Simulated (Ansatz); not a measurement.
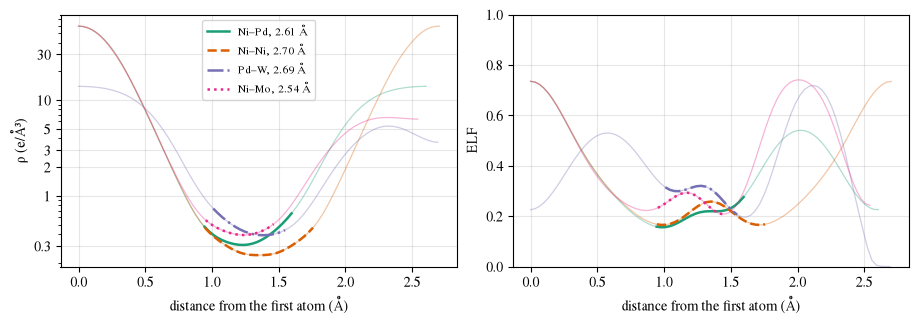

Figure. NiMoIrPdW. Valence electron density and electron localisation function along straight lines between neighbouring atoms. Thin, pale parts lie inside the atomic spheres.

Space group P3m1; a generated structure, not necessarily the stable one; computed pressure about 20 GPa in this cell; the program warned that a starting moment wasn't kept; spin-polarised, but the moments vanished.

Computed with Kohn-Sham DFT of a periodic cell, PBE, Ansatz PAW in Ansatz 0.2.0.

Core electrons are frozen (PAW), and the valence fields are smoothed inside the atomic spheres.

The calculation's input:

```
crystal:
  lattice:
    - [2.76616, 0.0, 0.0]
    - [-1.38308, 2.39557, 0.0]
    - [0.0, 0.0, 11.02292]
  atoms:
    - { symbol: Ni, position: [0.33333, 0.66667, 0.59712], spin: 1.0 }
    - { symbol: Mo, position: [0.0, 0.0, 0.41074], spin: 1.0 }
    - { symbol: Pd, position: [0.66667, 0.33333, 0.7952] }
    - { symbol: Ir, position: [0.66667, 0.33333, 0.1996], spin: 0.6 }
    - { symbol: W, position: [0.33333, 0.66667, 0.99734] }
hamiltonian:
  xc: pbe
  pseudopotentials: { kind: paw }
magnetization:
  spin_polarized: true
kpoints:
  mp_grid: { grid: [8, 8, 2] }
scf:
  occupations: { method: fermi_dirac, width: 0.05 }
output:
  forces: true
  stress: true
  eigenvalues: true
  write_density: true
  write_potential: true
  elf: true
  volumetric_format: npy
relax:
  f_tol: 0.01
  max_steps: 40
  cell: { stress_tol: 0.05, p_target: 20.0 }
```

Launched as:

```sh
ansatz run input.yaml --threads 8 --pin off --max-ram 20480MiB --backend cpu --events-out ev --progress --plain --runs-dir out
```

Below, planes, directions and counts refer to the conventional cell (a = 2.70 Å, b = 2.70 Å, c = 10.78 Å, α = 90.00°, β = 90.00°, γ = 120.00°).

The fields are those of the relaxed geometry.

What can be read from the curves?

Answer. Ni–Pd (2.61 Å): ρ at the midpoint is about 0.32 e/Å³; the ELF is about 0.20 at the midpoint: no localised pair shows between them.
Ni–Ni (2.70 Å): ρ is about 0.24 e/Å³ halfway; the ELF is about 0.25 at the midpoint: no localised pair shows between them.
Pd–W (2.69 Å): ρ is about 0.39 e/Å³ halfway; the ELF is about 0.30 at the midpoint.
Ni–Mo (2.54 Å): ρ at the midpoint is about 0.39 e/Å³; the ELF is about 0.25 at the midpoint; no shared electron pair shows on this line.
